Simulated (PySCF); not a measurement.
# C2H3F3O (SMILES FCOC(F)F) at 6 levels

Wanted: a comparison of 6 runs (HF/def2-SVP, B3LYP/6-31G*, PBE0/def2-SVP, TPSSh/cc-pVDZ, MP2/6-311+G**, CCSD/6-31G) of C2H3F3O. The job is set up through a Python script.

The calculation is run with PySCF 2.14.0.

## (1) The system as given

C2H3F3O has 9 atoms, charge 0, and is taken as a singlet. As SMILES, `FCOC(F)F`. Geometry: relaxed at PBE0-D4/def2-TZVP. This is one conformer, not always the lowest.

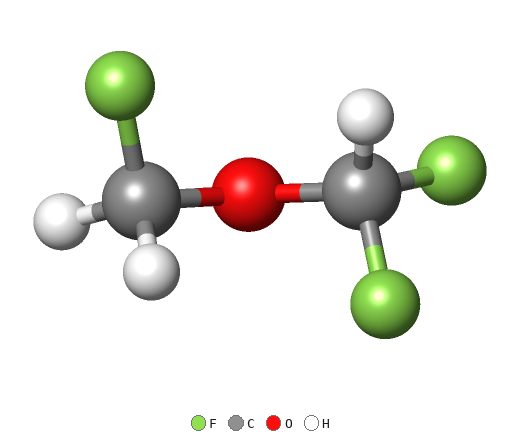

The structure, seen from a chosen angle (fluorine green, carbon grey, oxygen red, hydrogen white).

## (2) Energy and forces at HF/def2-SVP (run 1)

Contents of input.py:

```python
# FCOC(F)F
import pyscf.grad
from pyscf import gto

molecule = gto.M(
    atom=[
    ('F', (0.746300, -1.761000, -0.060600)),
    ('C', (0.195300, -0.786000, -0.852500)),
    ('O', (-0.778900, -0.092400, -0.154200)),
    ('C', (-0.310900, 0.761600, 0.807000)),
    ('F', (0.308900, 1.819700, 0.233000)),
    ('F', (-1.374600, 1.216800, 1.466300)),
    ('H', (1.005900, -0.129200, -1.180600)),
    ('H', (-0.307600, -1.262900, -1.692700)),
    ('H', (0.389600, 0.291000, 1.503300)),
],
    max_memory=1860,
    spin=0,
    verbose=4,
    basis='def2-svp',
)

myscf = molecule.RHF()
myscf.conv_tol = 1e-10
myscf.kernel()
if not myscf.converged:
    myscf = myscf.newton().run(myscf.mo_coeff, myscf.mo_occ)

energy = myscf.e_tot
print('E = %.10f Eh' % energy)
grad = myscf.Gradients().kernel()
dip = myscf.dip_moment()
pop, q = myscf.mulliken_pop()
```

Command:

```console
$ OMP_NUM_THREADS=1 python input.py
```

Output:

```text
PySCF version 2.14.0

[... 65 lines left out ...]
converged SCF energy = -450.303191040406
[... 12 lines left out ...]
Dipole moment(X, Y, Z, Debye):  1.39255, -0.66410, -1.16971
[... 70 lines left out ...]
pop of  4 F 3dx2-y2       0.00161
pop of  5 F 1s            1.99135
pop of  5 F 2s            1.12775
pop of  5 F 3s            0.79889
pop of  5 F 2px           1.03069
pop of  5 F 2py           1.16857
pop of  5 F 2pz           1.14309
pop of  5 F 3px           0.62107
pop of  5 F 3py           0.71561
pop of  5 F 3pz           0.69552
pop of  5 F 3dxy          0.00206
pop of  5 F 3dyz          0.00086
pop of  5 F 3dz^2         0.00100
pop of  5 F 3dxz          0.00324
pop of  5 F 3dx2-y2       0.00196
pop of  6 H 1s            0.77580
pop of  6 H 2s            0.15493
pop of  6 H 2px           0.01179
pop of  6 H 2py           0.00834
pop of  6 H 2pz           0.00423
pop of  7 H 1s            0.77426
pop of  7 H 2s            0.14844
pop of  7 H 2px           0.00608
pop of  7 H 2py           0.00513
pop of  7 H 2pz           0.01250
pop of  8 H 1s            0.78052
pop of  8 H 2s            0.15817
pop of  8 H 2px           0.00903
pop of  8 H 2py           0.00504
pop of  8 H 2pz           0.00935
 ** Mulliken atomic charges  **
charge of    0F =     -0.38284
charge of    1C =      0.58098
charge of    2O =     -0.52295
charge of    3C =      0.83319
charge of    4F =     -0.34313
charge of    5F =     -0.30167
charge of    6H =      0.04492
charge of    7H =      0.05360
charge of    8H =      0.03790
```

Wall time 8.1 s (1 thread of Intel Xeon at 2.70GHz, shared host); peak memory 0.21 GiB.

## (3) Energy and gradient at B3LYP/6-31G(d) (spherical functions) (run 2)

Contents of run.py:

```python
# FCOC(F)F
import pyscf.grad
from pyscf import gto, dft

mol = gto.M(
    atom='''
F      0.746300    -1.761000    -0.060600
C      0.195300    -0.786000    -0.852500
O     -0.778900    -0.092400    -0.154200
C     -0.310900     0.761600     0.807000
F      0.308900     1.819700     0.233000
F     -1.374600     1.216800     1.466300
H      1.005900    -0.129200    -1.180600
H     -0.307600    -1.262900    -1.692700
H      0.389600     0.291000     1.503300
''',
    max_memory=1860,
    basis='6-31g*',
    charge=0,
    verbose=4,
)

calc0 = dft.RKS(mol, xc='b3lyp')
calc0.conv_tol = 1e-10
calc0.grids.level = 5
calc0.kernel()
if not calc0.converged:
    calc0 = calc0.newton().run(calc0.mo_coeff, calc0.mo_occ)

etot = calc0.e_tot
print('E = %.10f Eh' % etot)
grad = calc0.Gradients().kernel()
calc0.analyze()
```

Command:

```console
$ OMP_NUM_THREADS=1 python run.py
```

Output:

```text
PySCF version 2.14.0

[... 97 lines left out ...]
DFT Exchange-Correlation Energy =      -52.074434557194252
[... 10 lines left out ...]
MO #9   energy= -1.20881617511854  occ= 2
[... 8 lines left out ...]
MO #18  energy= -0.453000492227798 occ= 2
[... 8 lines left out ...]
MO #27  energy= 0.121593832634735  occ= 0
[... 8 lines left out ...]
MO #36  energy= 0.509659190673456  occ= 0
[... 8 lines left out ...]
MO #45  energy= 0.94229340545177   occ= 0
[... 8 lines left out ...]
MO #54  energy= 1.3489026941025    occ= 0
[... 8 lines left out ...]
MO #63  energy= 1.75735675005517   occ= 0
[... 8 lines left out ...]
MO #72  energy= 2.03098898864787   occ= 0
[... 8 lines left out ...]
MO #81  energy= 2.411302231989     occ= 0
[... 8 lines left out ...]
MO #90  energy= 3.08498756756817   occ= 0
[... 63 lines left out ...]
pop of  4 F 2pz           1.86791
pop of  4 F 3px           0.00149
pop of  4 F 3py           0.00137
pop of  4 F 3pz           0.00163
pop of  4 F 3dxy          0.00268
pop of  4 F 3dyz          0.00226
pop of  4 F 3dz^2         0.00115
pop of  4 F 3dxz          0.00102
pop of  4 F 3dx2-y2       0.00190
pop of  5 F 1s            1.99997
pop of  5 F 2s            1.83082
pop of  5 F 3s            0.00373
pop of  5 F 2px           1.67925
pop of  5 F 2py           1.87925
pop of  5 F 2pz           1.85021
pop of  5 F 3px           0.00159
pop of  5 F 3py           0.00158
pop of  5 F 3pz           0.00182
pop of  5 F 3dxy          0.00221
pop of  5 F 3dyz          0.00107
pop of  5 F 3dz^2         0.00117
pop of  5 F 3dxz          0.00333
pop of  5 F 3dx2-y2       0.00217
pop of  6 H 1s            0.88338
pop of  6 H 2s            0.01133
pop of  7 H 1s            0.86350
pop of  7 H 2s            0.01094
pop of  8 H 1s            0.87940
pop of  8 H 2s            0.01244
 ** Mulliken atomic charges  **
charge of    0F =     -0.30485
charge of    1C =      0.26741
charge of    2O =     -0.35210
charge of    3C =      0.59614
charge of    4F =     -0.28743
charge of    5F =     -0.25819
charge of    6H =      0.10529
charge of    7H =      0.12557
charge of    8H =      0.10816
Dipole moment(X, Y, Z, Debye):  1.04738, -0.48157, -0.90689
```

Wall time 36 s (1 thread of Intel Xeon at 2.70GHz, shared host); peak memory 0.89 GiB.

Run 3 isn't shown in full; the table further down has it.

## (4) Energy and gradient at TPSSh/cc-pVDZ (run 4)

Contents of calc.py:

```python
# FCOC(F)F
import pyscf.grad
from pyscf import gto, dft

mol = gto.M(
    atom='''
F        0.746300      -1.761000      -0.060600
C        0.195300      -0.786000      -0.852500
O       -0.778900      -0.092400      -0.154200
C       -0.310900       0.761600       0.807000
F        0.308900       1.819700       0.233000
F       -1.374600       1.216800       1.466300
H        1.005900      -0.129200      -1.180600
H       -0.307600      -1.262900      -1.692700
H        0.389600       0.291000       1.503300
''',
    verbose=4,
    charge=0,
    basis='cc-pvdz',
    max_memory=1860,
)

calc0 = dft.RKS(mol, xc='tpssh')
calc0.grids.level = 5
calc0.conv_tol = 1e-10
calc0.kernel()
if not calc0.converged:
    calc0 = calc0.newton().run(calc0.mo_coeff, calc0.mo_occ)

etot = calc0.e_tot
print('Final energy', etot)
grad = calc0.Gradients().kernel()
calc0.analyze()
```

Command:

```console
$ OMP_NUM_THREADS=1 python calc.py
```

Output:

```text
PySCF version 2.14.0

[... 97 lines left out ...]
Two-electron Coulomb Energy =          488.779376182743420
[... 11 lines left out ...]
MO #9   energy= -1.1866772573109   occ= 2
[... 9 lines left out ...]
MO #19  energy= -0.405726037544534 occ= 2
[... 9 lines left out ...]
MO #29  energy= 0.114789815277545  occ= 0
[... 9 lines left out ...]
MO #39  energy= 0.534592123536846  occ= 0
[... 9 lines left out ...]
MO #49  energy= 1.06785198521436   occ= 0
[... 9 lines left out ...]
MO #59  energy= 1.35453312675991   occ= 0
[... 9 lines left out ...]
MO #69  energy= 1.74789899457156   occ= 0
[... 9 lines left out ...]
MO #79  energy= 2.58522064083069   occ= 0
[... 9 lines left out ...]
MO #89  energy= 3.5845885047783    occ= 0
[... 9 lines left out ...]
MO #99  energy= 4.07305091706442   occ= 0
[... 72 lines left out ...]
pop of  5 F 1s            1.99998
pop of  5 F 2s            1.83578
pop of  5 F 3s            0.00320
pop of  5 F 2px           1.68053
pop of  5 F 2py           1.87786
pop of  5 F 2pz           1.84886
pop of  5 F 3px           0.00145
pop of  5 F 3py           0.00147
pop of  5 F 3pz           0.00171
pop of  5 F 3dxy          0.00091
pop of  5 F 3dyz          0.00041
pop of  5 F 3dz^2         0.00046
pop of  5 F 3dxz          0.00138
pop of  5 F 3dx2-y2       0.00088
pop of  6 H 1s            0.88879
pop of  6 H 2s            0.01433
pop of  6 H 2px           0.00119
pop of  6 H 2py           0.00082
pop of  6 H 2pz           0.00027
pop of  7 H 1s            0.86519
pop of  7 H 2s            0.01429
pop of  7 H 2px           0.00049
pop of  7 H 2py           0.00062
pop of  7 H 2pz           0.00093
pop of  8 H 1s            0.88367
pop of  8 H 2s            0.01626
pop of  8 H 2px           0.00104
pop of  8 H 2py           0.00072
pop of  8 H 2pz           0.00119
 ** Mulliken atomic charges  **
charge of    0F =     -0.30492
charge of    1C =      0.28966
charge of    2O =     -0.36001
charge of    3C =      0.60586
charge of    4F =     -0.28593
charge of    5F =     -0.25487
charge of    6H =      0.09461
charge of    7H =      0.11846
charge of    8H =      0.09713
Dipole moment(X, Y, Z, Debye):  0.99934, -0.52673, -0.94026
```

Run time: 59 s. Hardware: 1 thread of Intel Xeon at 2.70GHz, shared host; peak memory 0.99 GiB.

Run 5 isn't shown in full; the table further down has it.

## (5) A single-point energy at CCSD/6-31G (run 6)

Contents of start.xyz:

```xyz
9

F      0.746300    -1.761000    -0.060600
C      0.195300    -0.786000    -0.852500
O     -0.778900    -0.092400    -0.154200
C     -0.310900     0.761600     0.807000
F      0.308900     1.819700     0.233000
F     -1.374600     1.216800     1.466300
H      1.005900    -0.129200    -1.180600
H     -0.307600    -1.262900    -1.692700
H      0.389600     0.291000     1.503300
```

Contents of input.py:

```python
from pyscf import gto, cc

mol = gto.M(
    atom='start.xyz',
    verbose=4,
    basis='6-31g',
    max_memory=1860,
)

mf = mol.RHF()
mf.conv_tol = 1e-10
mf.kernel()
if not mf.converged:
    mf = mf.newton().run(mf.mo_coeff, mf.mo_occ)

mycc = cc.CCSD(mf, frozen=6)
mycc.kernel()
energy = mycc.e_tot
print('Final energy', energy)
mf.analyze()
```

Command:

```console
$ OMP_NUM_THREADS=1 python input.py
```

Output:

```text
PySCF version 2.14.0

[... 92 lines left out ...]
Final energy -451.1590218566465
[... 6 lines left out ...]
DFT Exchange-Correlation Energy =      -49.957890314061558
[... 7 lines left out ...]
MO #6   energy= -11.4115018464839  occ= 2
[... 5 lines left out ...]
MO #12  energy= -0.93687552623907  occ= 2
[... 5 lines left out ...]
MO #18  energy= -0.697793460795226 occ= 2
[... 5 lines left out ...]
MO #24  energy= -0.54030776272472  occ= 2
[... 5 lines left out ...]
MO #30  energy= 0.320812770162715  occ= 0
[... 5 lines left out ...]
MO #36  energy= 0.743852415563557  occ= 0
[... 5 lines left out ...]
MO #42  energy= 1.09716415076017   occ= 0
[... 5 lines left out ...]
MO #48  energy= 1.52678845481397   occ= 0
[... 5 lines left out ...]
MO #54  energy= 1.741447932504     occ= 0
[... 5 lines left out ...]
MO #60  energy= 2.68370636418258   occ= 0
[... 33 lines left out ...]
pop of  3 C 2py           0.73757
pop of  3 C 2pz           0.82977
pop of  3 C 3px           0.02344
pop of  3 C 3py           0.02142
pop of  3 C 3pz           0.02086
pop of  4 F 1s            1.99999
pop of  4 F 2s            1.84906
pop of  4 F 3s            0.00354
pop of  4 F 2px           1.87854
pop of  4 F 2py           1.70132
pop of  4 F 2pz           1.88484
pop of  4 F 3px           0.00186
pop of  4 F 3py           0.00162
pop of  4 F 3pz           0.00205
pop of  5 F 1s            1.99999
pop of  5 F 2s            1.83777
pop of  5 F 3s            0.00346
pop of  5 F 2px           1.67768
pop of  5 F 2py           1.90082
pop of  5 F 2pz           1.86120
pop of  5 F 3px           0.00143
pop of  5 F 3py           0.00188
pop of  5 F 3pz           0.00229
pop of  6 H 1s            0.86237
pop of  6 H 2s            0.01292
pop of  7 H 1s            0.83847
pop of  7 H 2s            0.01353
pop of  8 H 1s            0.84512
pop of  8 H 2s            0.01552
 ** Mulliken atomic charges  **
charge of    0F =     -0.34522
charge of    1C =      0.29713
charge of    2O =     -0.39418
charge of    3C =      0.63955
charge of    4F =     -0.32283
charge of    5F =     -0.28652
charge of    6H =      0.12471
charge of    7H =      0.14800
charge of    8H =      0.13936
Dipole moment(X, Y, Z, Debye):  1.80078, -0.76073, -1.33276
```

Run time: 5.7 s. Hardware: 1 thread of Intel Xeon at 2.70GHz, shared host; peak memory 0.23 GiB.

## (6) All runs side by side

```
run                               level  integration grid  frozen core orbitals  energy (Eh)  dipole moment (D) of the reference  HOMO energy (eV)  LUMO energy (eV)  wall time
  1                         HF/def2-SVP                 –                     –  -450.303191                                1.94            -14.44              5.10      8.1 s
  2  B3LYP/6-31G* (spherical functions)                 5                     –  -452.742118                                1.47             -9.18              2.51       36 s
  3                       PBE0/def2-SVP                 5                     –  -451.967327                                1.62             -9.75              2.06       42 s
  4                       TPSSh/cc-pVDZ                 5                     –  -452.782612                                1.47             -8.58              1.81       59 s
  5                       MP2/6-311+G**                 –                     6  -451.891350                                1.96            -14.51              1.88       83 s
  6                          CCSD/6-31G                 –                     6  -451.159022                                2.37            -14.55              6.12      5.7 s
```

## (7) Summary of results

```
                                          quantity          value
                               run 6: total energy  -451.15902 Eh
       run 6: dipole moment (Hartree–Fock density)         2.37 D
        run 6: HOMO energy (Hartree–Fock orbitals)      -14.55 eV
        run 6: LUMO energy (Hartree–Fock orbitals)        6.12 eV
      run 6: HOMO–LUMO gap (Hartree–Fock orbitals)       20.67 eV
run 6: correlation energy (6 core orbitals frozen)     -670.7 mEh
                              run 6: T1 diagnostic          0.012
```

What this shows: Over runs 1, 2, 3, 4 the dipole moment (its size) runs from 1.47 D (B3LYP/6-31G*) to 1.94 D (HF/def2-SVP). The two ends differ in method and basis. Over runs 1, 2, 3, 4 the HOMO–LUMO gap runs from 10.39 eV (TPSSh/cc-pVDZ) to 19.54 eV (HF/def2-SVP). Totals of different functionals can't be ranked against each other. All runs together took 3.9 min, the longest 83 s.
